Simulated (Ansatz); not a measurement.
## Run report: BSiH3F3, geometry relaxation (part 2 of 2)

BSiH3F3, multiplicity 2; UKS PBE-D4/6-31G* (Ansatz 0.2.0). It belongs to a series of runs on one base structure; here: end point B relaxed.

Geometry of the input (Å):
```
B  -0.0084  0.5040  -0.4172
F  0.0675  -0.4053  1.9317
F  1.1415  -0.0697  -0.7411
F  -1.1671  -0.0841  -0.6790
Si 0.0060  -0.0608  3.5071
H  -0.7842  -1.1286  4.1977
H  1.3994  -0.0236  4.0529
H  -0.6547  1.2681  3.7001
```

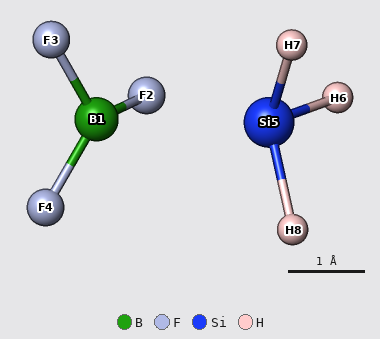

**Figure 1.** The geometry at step 18 of the log (ball-and-stick view, seen at a tilt; atoms are numbered from 1 in the order of the input).

### Trajectory as extended XYZ, continued
```
8
Properties=species:S:1:pos:R:3:forces:R:3 step=7 energy=-16741.48476
B     0.0526    0.5179    0.0469    0.0084  -0.0247  -0.0086
F     0.0693   -0.9532    1.9008   -0.0192   0.0825   0.1536
F     1.1333    0.0625   -0.5712    0.0699  -0.0024   0.0031
F    -1.1578    0.1742   -0.3732   -0.0645   0.0250   0.0249
Si   -0.0056   -0.1210    3.3255   -0.0452  -0.0329  -0.1246
H    -0.7586   -0.9792    4.3006    0.0411   0.0535  -0.0596
H     1.3896    0.1187    3.8144   -0.0299   0.0087  -0.0189
H    -0.7229    1.1801    3.1084    0.0394  -0.1099   0.0301
8
Properties=species:S:1:pos:R:3:forces:R:3 step=8 energy=-16741.49594
B     0.1251    0.5084    0.1174   -0.1391  -0.1207  -0.1197
F     0.0069   -1.0064    1.8950   -0.0056  -0.0550  -0.0473
F     1.1515   -0.0090   -0.5486   -0.0872   0.0448   0.0608
F    -1.1286    0.2944   -0.2826    0.2360   0.0744   0.0739
Si   -0.0268   -0.1267    3.2847    0.0546   0.0654   0.0763
H    -0.6909   -0.9812    4.3219    0.0392   0.0101  -0.0270
H     1.3814    0.1970    3.6892   -0.0818  -0.0152  -0.0229
H    -0.8185    1.1235    3.0753   -0.0162  -0.0038   0.0059
8
Properties=species:S:1:pos:R:3:forces:R:3 step=9 energy=-16741.50059
B     0.2047    0.4672    0.2086   -0.5948  -0.1188  -0.4189
F    -0.0643   -1.0798    1.8946   -0.0125  -0.0861  -0.0894
F     1.1639   -0.0886   -0.5304   -0.2900   0.1244   0.2080
F    -1.0809    0.4670   -0.2052    0.8920  -0.0065   0.2678
Si   -0.0530   -0.1292    3.2406    0.1282   0.0992   0.1875
H    -0.5906   -0.9843    4.3571    0.0582   0.0684  -0.1168
H     1.3611    0.2898    3.5481   -0.1879  -0.0463  -0.0530
H    -0.9409    1.0580    3.0389    0.0067  -0.0343   0.0147
8
Properties=species:S:1:pos:R:3:forces:R:3 step=10 energy=-16741.51849
B     0.2427    0.4666    0.2561   -0.2855  -0.1021  -0.1522
F    -0.1023   -1.1151    1.8854   -0.0177  -0.0857  -0.0987
F     1.1576   -0.1472   -0.4866   -0.1544   0.0984   0.0996
F    -1.0332    0.5506   -0.1362    0.4295  -0.0141   0.0823
Si   -0.0678   -0.1316    3.2076    0.1708   0.1042   0.1672
H    -0.5333   -0.9823    4.3580    0.0505   0.0566  -0.0971
H     1.3405    0.3423    3.4481   -0.1690  -0.0603  -0.0096
H    -1.0041    1.0167    3.0198   -0.0242   0.0031   0.0086
8
Properties=species:S:1:pos:R:3:forces:R:3 step=11 energy=-16741.53065
B     0.2319    0.4356    0.3245    0.0137   0.0162   0.0545
F    -0.1670   -1.1577    1.8828   -0.0394  -0.0926  -0.0951
F     1.1787   -0.1434   -0.3990   -0.0167  -0.0087   0.0095
F    -0.9950    0.6090   -0.1491    0.0017  -0.0230  -0.0169
Si   -0.0759   -0.1281    3.1734    0.1381   0.0647   0.0906
H    -0.4577   -0.9653    4.3613   -0.0133   0.0304  -0.0743
H     1.3313    0.3551    3.3519   -0.0693   0.0047  -0.0043
H    -1.0464    0.9948    3.0062   -0.0148   0.0083   0.0360
8
Properties=species:S:1:pos:R:3:forces:R:3 step=12 energy=-16741.53421
B     0.2175    0.4229    0.4441   -0.3026  -0.1637  -0.2221
F    -0.2958   -1.2155    1.8557    0.0737   0.1860   0.1207
F     1.2277   -0.1385   -0.2057   -0.0147   0.0810   0.0737
F    -0.9511    0.6436   -0.1593    0.2732  -0.0170   0.1661
Si   -0.0760   -0.1213    3.1029   -0.1201  -0.0992  -0.1138
H    -0.3568   -0.9402    4.3359    0.0292   0.0298  -0.1069
H     1.3324    0.3784    3.1660   -0.0144  -0.0103   0.0383
H    -1.0979    0.9707    3.0126    0.0756  -0.0064   0.0440
8
Properties=species:S:1:pos:R:3:forces:R:3 step=13 energy=-16741.54272
B     0.1961    0.4004    0.4304   -0.1208  -0.0159  -0.0684
F    -0.2890   -1.1957    1.8529    0.0267   0.0452   0.0055
F     1.2329   -0.1196   -0.2111   -0.0151   0.0081   0.0462
F    -0.9592    0.6211   -0.1896    0.1200  -0.0475   0.0977
Si   -0.0731   -0.1172    3.1103   -0.0447   0.0387  -0.0327
H    -0.3687   -0.9522    4.3259    0.0164   0.0104  -0.0789
H     1.3387    0.3725    3.1978   -0.0325  -0.0214   0.0045
H    -1.0778    0.9907    3.0357    0.0500  -0.0176   0.0261
8
Properties=species:S:1:pos:R:3:forces:R:3 step=15 energy=-16741.57688
B     0.1123    0.3157    0.5778    0.3295  -0.2063  -0.2616
F    -0.3779   -1.1592    1.7594   -0.0576  -0.3218  -0.4155
F     1.2886   -0.0461    0.0434   -0.4575   0.1291   0.2040
F    -0.9646    0.4986   -0.1810    0.1152   0.0060   0.1285
Si   -0.0622   -0.0658    3.0069    0.0738   0.4802   0.3227
H    -0.3289   -0.9709    4.1754   -0.0155  -0.0135  -0.0160
H     1.3727    0.3567    3.0895   -0.0253  -0.0082   0.0124
H    -1.0399    1.0710    3.0808    0.0374  -0.0655   0.0254
8
Properties=species:S:1:pos:R:3:forces:R:3 step=16 energy=-16741.60766
B     0.0975    0.2534    0.6421    0.1817  -0.2385  -0.3111
F    -0.3909   -1.1658    1.7055   -0.0274  -0.2917  -0.4237
F     1.2903   -0.0502    0.1111   -0.3336   0.0838   0.1680
F    -0.9579    0.4969   -0.1336    0.0988   0.0462   0.1527
Si   -0.0567   -0.0306    2.9574    0.0396   0.4436   0.4148
H    -0.3125   -0.9682    4.1042   -0.0272  -0.0225  -0.0288
H     1.3811    0.3751    3.0688    0.0131   0.0311   0.0303
H    -1.0508    1.0895    3.0968    0.0550  -0.0518  -0.0023
8
Properties=species:S:1:pos:R:3:forces:R:3 step=17 energy=-16741.71126
B     0.0681    0.0897    0.7429   -0.1049  -0.1282  -1.1230
F    -0.3609   -1.1786    1.5614   -0.1120  -0.6561  -0.4323
F     1.2718   -0.0933    0.1673   -0.1705   0.1067   0.1948
F    -0.9688    0.5138   -0.0072    0.2461   0.0769   0.2801
Si   -0.0317    0.0525    2.8917    0.0569   0.5622   1.2907
H    -0.3296   -0.9904    3.9466    0.0403   0.1085  -0.1836
H     1.4019    0.4608    3.1229   -0.0626   0.0049   0.0307
H    -1.0510    1.1456    3.1268    0.1066  -0.0749  -0.0572
8
Properties=species:S:1:pos:R:3:forces:R:3 step=18 energy=-16741.94633
B     0.0210   -0.0565    0.6874    0.3890   0.1779  -1.3273
F    -0.3493   -1.2324    1.3740   -0.2931  -1.2598   0.0174
F     1.2594   -0.0908    0.1176   -0.5279   0.2107   0.5445
F    -0.9842    0.4962   -0.0292    0.2667   0.1729   0.4394
Si   -0.0048    0.1332    2.9716    0.1766   0.5698   0.8487
H    -0.3526   -1.0143    3.9037    0.0501   0.2245  -0.4144
H     1.4225    0.5295    3.2967   -0.2073   0.0033  -0.0688
H    -1.0121    1.2351    3.2304    0.1459  -0.0994  -0.0394
8
Properties=species:S:1:pos:R:3:forces:R:3 step=19 energy=-16742.24864
B    -0.0118   -0.1832    0.6514    0.1488   0.4552  -1.1225
F    -0.3694   -1.3623    1.2318   -0.2228  -0.9727  -0.1483
F     1.2399   -0.0564    0.1610   -0.0309  -0.0346   0.4005
F    -0.9710    0.5182    0.0106   -0.0016   0.0156   0.4408
Si    0.0200    0.2118    3.0283    0.0589   0.1340   0.7721
H    -0.3663   -1.0279    3.8264    0.1170   0.4159  -0.2942
H     1.4469    0.5921    3.3629   -0.2198   0.0314  -0.0450
H    -0.9884    1.3077    3.2799    0.1505  -0.0449  -0.0033
8
Properties=species:S:1:pos:R:3:forces:R:3 step=20 energy=-16742.40591
B    -0.0350   -0.2736    0.5771    0.1601   0.0142  -0.3508
F    -0.3993   -1.4986    1.0957    0.2741   0.6845  -0.7285
F     1.2370   -0.0131    0.1881   -0.3132  -0.5346   0.4466
F    -0.9543    0.5517    0.0374   -0.1643  -0.4251   0.4095
Si    0.0309    0.2538    3.1008   -0.0398  -0.1934   0.3333
H    -0.3716   -1.0191    3.8335    0.1269   0.4354  -0.1907
H     1.4541    0.6387    3.4017   -0.1262   0.0274   0.0275
H    -0.9618    1.3602    3.3179    0.0823  -0.0084   0.0532
8
Properties=species:S:1:pos:R:3:forces:R:3 step=21 energy=-16742.51514
B    -0.0400   -0.3303    0.5158    0.0324   0.1944  -0.8585
F    -0.4054   -1.5623    0.9064    0.0399   0.0002   0.0410
F     1.2290   -0.0768    0.1543    0.0537  -0.1895   0.3752
F    -0.9643    0.5246    0.0456   -0.1441  -0.0976   0.3698
Si    0.0397    0.2977    3.1400    0.0056   0.1891   0.2755
H    -0.3625   -0.9809    3.8133    0.0249   0.0448  -0.0448
H     1.4280    0.7196    3.5261    0.0038  -0.0727  -0.0726
H    -0.9244    1.4083    3.4506   -0.0162  -0.0688  -0.0856
8
Properties=species:S:1:pos:R:3:forces:R:3 step=22 energy=-16742.58442
B    -0.0525   -0.4040    0.3392    0.1249   0.4243  -0.0298
F    -0.4132   -1.6317    0.7190    0.0622   0.1158  -0.1541
F     1.2341   -0.0970    0.1259   -0.2316  -0.2701   0.0501
F    -0.9759    0.5188    0.0417    0.0377  -0.3037   0.0459
Si    0.0439    0.3321    3.2618    0.0624   0.4638  -0.1325
H    -0.3547   -0.9391    3.9018   -0.0919  -0.2902   0.2019
H     1.4277    0.7652    3.6231    0.1133  -0.0736   0.0232
H    -0.9094    1.4558    3.5396   -0.0771  -0.0663  -0.0047
8
Properties=species:S:1:pos:R:3:forces:R:3 step=23 energy=-16742.60079
B    -0.0559   -0.4197    0.2601    0.2568   0.4802  -0.0862
F    -0.4104   -1.6380    0.6435   -0.0310  -0.1875  -0.0085
F     1.2289   -0.1110    0.0606   -0.1372  -0.1988   0.0486
F    -0.9783    0.4990   -0.0223   -0.0922  -0.1110   0.0140
Si    0.0473    0.3540    3.3436    0.0479   0.2718  -0.1890
H    -0.3532   -0.9223    3.9887   -0.0641  -0.1724   0.1529
H     1.4445    0.7671    3.6864    0.0357  -0.0304   0.0385
H    -0.9229    1.4708    3.5917   -0.0159  -0.0519   0.0298
8
Properties=species:S:1:pos:R:3:forces:R:3 step=24 energy=-16742.60739
B    -0.0550   -0.4202    0.2313    0.1403   0.2262  -0.0791
F    -0.4085   -1.6401    0.6115   -0.0436  -0.1980   0.0380
F     1.2262   -0.1199    0.0337    0.0585  -0.0800   0.0290
F    -0.9807    0.4899   -0.0499   -0.1573   0.0408  -0.0006
Si    0.0495    0.3634    3.3636    0.0282   0.1233  -0.0958
H    -0.3522   -0.9100    4.0294   -0.0341  -0.0852   0.0762
H     1.4502    0.7654    3.7151   -0.0027  -0.0035   0.0162
H    -0.9295    1.4715    3.6176    0.0107  -0.0237   0.0163
8
Properties=species:S:1:pos:R:3:forces:R:3 step=25 energy=-16742.61099
B    -0.0545   -0.4230    0.2161   -0.0027  -0.0004   0.0329
F    -0.4087   -1.6614    0.5509    0.0017   0.0009  -0.0182
F     1.2305   -0.1224    0.0487   -0.0013  -0.0003  -0.0111
F    -0.9893    0.4904   -0.0324    0.0025  -0.0020  -0.0101
Si    0.0503    0.3665    3.3653   -0.0016  -0.0029   0.0064
H    -0.3535   -0.8968    4.0649    0.0008   0.0051   0.0027
H     1.4505    0.7704    3.7179    0.0021  -0.0008  -0.0013
H    -0.9252    1.4762    3.6208   -0.0014   0.0003  -0.0013
8
Properties=species:S:1:pos:R:3:forces:R:3 step=26 energy=-16742.61133
B    -0.0541   -0.4226    0.2141   -0.0003  -0.0001   0.0011
F    -0.4056   -1.6675    0.5256   -0.0002  -0.0016  -0.0027
F     1.2304   -0.1157    0.0535    0.0017   0.0012  -0.0004
F    -0.9906    0.4917   -0.0248   -0.0010   0.0005   0.0001
Si    0.0479    0.3599    3.3706   -0.0001  -0.0002  -0.0005
H    -0.3559   -0.8885    4.0960   -0.0007  -0.0003   0.0037
H     1.4513    0.7658    3.7077    0.0009  -0.0003  -0.0006
H    -0.9233    1.4769    3.6094   -0.0003   0.0008  -0.0008
8
Properties=species:S:1:pos:R:3:forces:R:3 step=27 energy=-16742.61145
B    -0.0535   -0.4221    0.2069    0.0023  -0.0080   0.0171
F    -0.3997   -1.6754    0.4894    0.0016   0.0091  -0.0062
F     1.2300   -0.1044    0.0610    0.0030  -0.0011  -0.0048
F    -0.9932    0.4934   -0.0129   -0.0070   0.0007  -0.0056
Si    0.0442    0.3490    3.3783   -0.0047  -0.0153   0.0135
H    -0.3604   -0.8753    4.1461    0.0058   0.0182  -0.0117
H     1.4529    0.7572    3.6923   -0.0076  -0.0004  -0.0012
H    -0.9203    1.4777    3.5911    0.0066  -0.0032  -0.0011
```

### Results in brief

| quantity | value |
| --- | --- |
| outcome | converged |
| total energy | −16742.6115 eV |
| mean-field energy | −16742.4839 eV |
| ⟨S²⟩ | 0.752 |
| largest force (length of the vector) at the end | 0.022 eV/Å |
| wall time | 65 s (CPU time 2.1 min) |
| peak memory | 0.17 GiB |
